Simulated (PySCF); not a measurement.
## What a change does: NMR shielding calculation on C$_{5}$H$_{15}$PSi

System: C$_{5}$H$_{15}$PSi, SMILES CP(C)[Si](C)(C)C.
Method of the first run: GIAO PBE0/pcSseg-1 NMR shielding, non-relativistic, gas phase (PySCF 2.14.0).

The geometry comes from this level: PBE0-D3(BJ)/def2-SVP. Text and figures count atoms from 1; the logs count them from 0 in places.

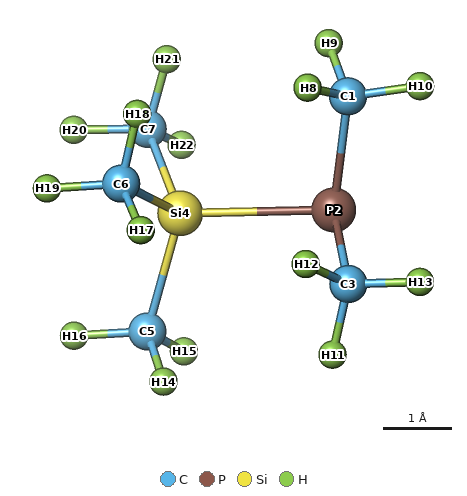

Fig. 1: The input geometry (ball-and-stick view, seen at a tilt; atoms are numbered from 1 in the order of the input).

### Input, the first run
```
{"job": {"kind": "nmr", "xc": "PBE0", "basis": "pcSseg-1"}, "charge": 0, "multiplicity": 1}
C     -1.696235     1.736502     0.514019
P     -1.435891    -0.079057     0.833608
C     -2.255427    -0.792802    -0.677162
Si     0.740855    -0.265413     0.217068
C      1.164224    -2.100468     0.192734
C      1.075758     0.488961    -1.479712
C      1.772094     0.622010     1.519584
H     -1.424398     2.044313    -0.508314
H     -1.102040     2.324188     1.229995
H     -2.755638     1.984344     0.682426
H     -2.069871    -1.876834    -0.716043
H     -1.912524    -0.339770    -1.621113
H     -3.343979    -0.647645    -0.597510
H      0.598732    -2.631049    -0.589479
H      0.925997    -2.569746     1.159989
H      2.237229    -2.252750    -0.006592
H      0.458373     0.018153    -2.260700
H      0.870284     1.570712    -1.488012
H      2.132397     0.346977    -1.760391
H      2.847310     0.523833     1.297787
H      1.534921     1.696807     1.557042
H      1.589577     0.198433     2.519372
```

The first line tells a small driver script what to run in PySCF; the rest is the geometry in Å.

Launched with:
```bash
OMP_NUM_THREADS=1 python <driver script> task.json out
```

Hardware: 1 CPU thread, shared host.

### Output (the first run)
```
coarse grid: 17984 points
cycle   1  E = -829.7766240841  dE =  1.284e-01  |g| = 5.698e-01  |ddm| = 3.998e+00
cycle   2  E = -829.7601049815  dE =  1.652e-02  |g| = 6.231e-01  |ddm| = 9.706e-01
cycle   3  E = -829.8610086239  dE = -1.009e-01  |g| = 3.278e-02  |ddm| = 5.117e-01
cycle   4  E = -829.8612672081  dE = -2.586e-04  |g| = 1.796e-02  |ddm| = 8.168e-02
cycle   5  E = -829.8613585482  dE = -9.134e-05  |g| = 2.966e-03  |ddm| = 2.801e-02
cycle   6  E = -829.8613602636  dE = -1.715e-06  |g| = 1.006e-03  |ddm| = 3.827e-03
final grid: 160472 points
cycle   7  E = -829.9024620251  dE = -3.391e-05  |g| = 9.730e-03  |ddm| = 3.154e-02
cycle   8  E = -829.9024528404  dE =  9.185e-06  |g| = 1.145e-02  |ddm| = 1.646e-02
cycle   9  E = -829.9024861961  dE = -3.336e-05  |g| = 3.869e-04  |ddm| = 9.294e-03
cycle  10  E = -829.9024862321  dE = -3.601e-08  |g| = 1.559e-04  |ddm| = 7.965e-04
cycle  11  E = -829.9024862386  dE = -6.471e-09  |g| = 4.151e-05  |ddm| = 2.319e-04
cycle  12  E = -829.9024862390  dE = -3.938e-10  |g| = 1.079e-05  |ddm| = 4.822e-05
converged SCF energy = -829.9024862390

GIAO shielding tensors (ppm)
atom      isotropic    diamagn.    paramagn.     s11        s22        s33       span
  0 C      175.920     254.338     -78.418    163.402    177.616    186.742     23.339
  1 P      463.245     969.818    -506.573    405.232    471.756    512.746    107.514
  2 C      175.998     254.226     -78.227    163.285    177.872    186.838     23.553
  3 Si     346.813     882.580    -535.767    333.576    344.990    361.871     28.295
  4 C      186.523     255.445     -68.922    181.724    186.047    191.797     10.073
  5 C      191.978     256.524     -64.546    185.573    194.361    196.000     10.427
  6 C      186.502     255.382     -68.880    181.851    185.856    191.800      9.949
  7 H       30.429      33.061      -2.632     25.217     30.103     35.967     10.750
  8 H       30.511      32.127      -1.616     25.194     28.691     37.649     12.455
  9 H       30.160      30.071       0.089     25.057     27.068     38.354     13.297
 10 H       30.504      32.006      -1.502     25.267     28.482     37.763     12.497
 11 H       30.393      33.059      -2.666     25.075     30.175     35.929     10.853
 12 H       30.186      30.059       0.127     25.126     27.099     38.333     13.207
 13 H       31.177      32.328      -1.152     26.317     29.852     37.362     11.045
 14 H       31.178      31.304      -0.125     26.739     28.567     38.229     11.490
 15 H       31.173      30.452       0.720     26.617     28.350     38.551     11.935
 16 H       31.173      32.847      -1.674     26.124     29.712     37.683     11.558
 17 H       31.224      32.799      -1.575     26.301     29.572     37.801     11.501
 18 H       31.313      31.122       0.191     26.791     28.491     38.658     11.868
 19 H       31.172      30.446       0.726     26.617     28.377     38.523     11.906
 20 H       31.171      32.303      -1.132     26.235     29.898     37.380     11.145
 21 H       31.178      31.225      -0.048     26.773     28.487     38.273     11.499
```

For the second run the input was changed thus:
```diff
-"xc": "PBE0"
+"xc": "wB97X-D"
+"pop": false
```

Predict how the results change.

The total energies belong to different methods, so their difference says nothing on which is more stable or more accurate. The HOMO goes from −6.15 to −7.96 eV. The LUMO goes from 0.93 to 2.68 eV. The dipole moment goes from 1.44 to 1.48 D. Of all shieldings, the largest change is that of P2, by −1.9 ppm. The functional changes from PBE0 to wB97X-D. The number of SCF iterations is the same.

### Output (the second run)
```
coarse grid: 17984 points
cycle   1  E = -830.2471319395  dE =  2.948e-01  |g| = 3.702e-01  |ddm| = 3.931e+00
cycle   2  E = -830.2720476772  dE = -2.492e-02  |g| = 2.454e-01  |ddm| = 5.424e-01
cycle   3  E = -830.2867233759  dE = -1.468e-02  |g| = 2.757e-02  |ddm| = 1.862e-01
cycle   4  E = -830.2869812116  dE = -2.578e-04  |g| = 8.118e-03  |ddm| = 5.429e-02
cycle   5  E = -830.2870039751  dE = -2.276e-05  |g| = 2.640e-03  |ddm| = 1.695e-02
cycle   6  E = -830.2870058250  dE = -1.850e-06  |g| = 4.486e-04  |ddm| = 5.209e-03
final grid: 160472 points
cycle   7  E = -830.3373452650  dE = -2.264e-04  |g| = 4.742e-03  |ddm| = 4.213e-02
cycle   8  E = -830.3373505407  dE = -5.276e-06  |g| = 2.926e-03  |ddm| = 1.035e-02
cycle   9  E = -830.3373524404  dE = -1.900e-06  |g| = 4.668e-04  |ddm| = 3.012e-03
cycle  10  E = -830.3373525289  dE = -8.852e-08  |g| = 2.005e-04  |ddm| = 1.120e-03
cycle  11  E = -830.3373525399  dE = -1.096e-08  |g| = 4.445e-05  |ddm| = 2.890e-04
cycle  12  E = -830.3373525406  dE = -6.980e-10  |g| = 1.016e-05  |ddm| = 9.848e-05
converged SCF energy = -830.3373525406

GIAO shielding tensors (ppm)
atom      isotropic    diamagn.    paramagn.     s11        s22        s33       span
  0 C      176.548     254.471     -77.923    164.493    178.728    186.423     21.930
  1 P      461.341     970.013    -508.672    403.478    467.073    513.471    109.993
  2 C      176.613     254.357     -77.744    164.404    178.905    186.528     22.124
  3 Si     346.778     882.527    -535.749    333.246    344.569    362.519     29.274
  4 C      186.646     255.891     -69.245    182.246    186.240    191.453      9.207
  5 C      191.589     257.103     -65.514    185.585    193.844    195.337      9.752
  6 C      186.619     255.825     -69.206    182.360    186.045    191.452      9.091
  7 H       30.583      33.468      -2.885     25.436     30.246     36.068     10.632
  8 H       30.673      32.358      -1.685     25.382     28.843     37.793     12.411
  9 H       30.302      30.124       0.177     25.210     27.232     38.464     13.255
 10 H       30.664      32.224      -1.560     25.453     28.635     37.903     12.450
 11 H       30.549      33.472      -2.923     25.295     30.319     36.032     10.737
 12 H       30.329      30.117       0.212     25.277     27.265     38.445     13.168
 13 H       31.302      32.602      -1.300     26.476     29.981     37.449     10.973
 14 H       31.295      31.456      -0.161     26.884     28.705     38.295     11.411
 15 H       31.288      30.533       0.755     26.753     28.478     38.632     11.879
 16 H       31.283      33.204      -1.921     26.304     29.820     37.725     11.421
 17 H       31.332      33.141      -1.809     26.480     29.681     37.836     11.356
 18 H       31.400      31.259       0.141     26.891     28.581     38.728     11.837
 19 H       31.289      30.529       0.760     26.757     28.504     38.606     11.849
 20 H       31.296      32.575      -1.279     26.396     30.026     37.465     11.069
 21 H       31.293      31.371      -0.078     26.915     28.627     38.337     11.422
```

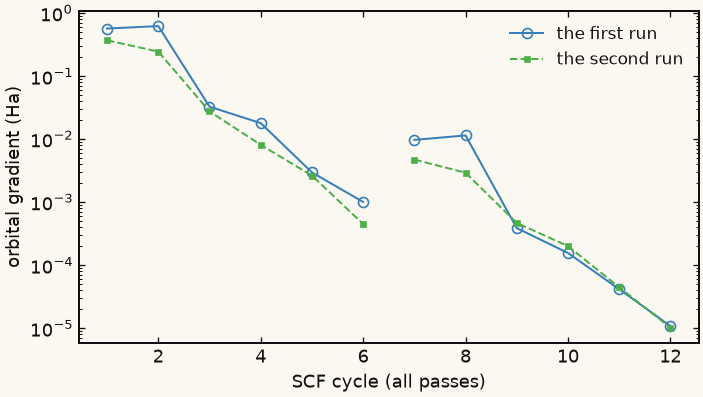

Fig. 2: Convergence of the two runs: orbital gradient against the SCF cycle. A break in a curve parts two SCF passes (coarse and final grid). The first run takes 12 cycles in all, and the second run takes 12.

### The two runs side by side

```tsv
quantity	the first run	the second run
outcome	converged	converged
total energy (hartree)	−829.902486	−830.337353
HOMO (eV)	−6.15	−7.96
LUMO (eV)	0.93	2.68
dipole moment (D)	1.44	1.48
shielding of C1 (ppm)	175.9	176.5
shielding of P2 (ppm)	463.2	461.3
shielding of C3 (ppm)	176.0	176.6
shielding of C6 (ppm)	192.0	191.6
shielding of H9 (ppm)	30.5	30.7
shielding of H11 (ppm)	30.5	30.7
shielding of H12 (ppm)	30.4	30.5
SCF iterations	12	12
basis functions	208	208
wall time (shared host)	33 s	45 s
```
